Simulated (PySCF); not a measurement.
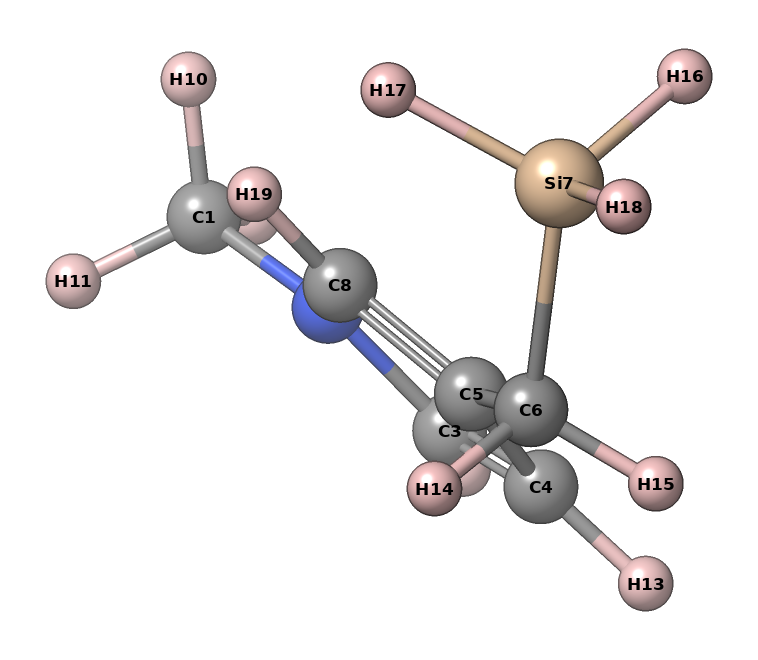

C5 lies behind C6. The molecule seen a little off the C6–C5 bond, C6 in front. Depth is shown by fading: the farther an atom, the more it takes the colour of the background. Geometry: an image of a reaction path computed with GFN2-xTB, not a minimum.

> What is the torsion angle Si7–C6–C5–C4? The sign is positive where the front bond must turn clockwise to cover the back bond.

134°, anticlinal.
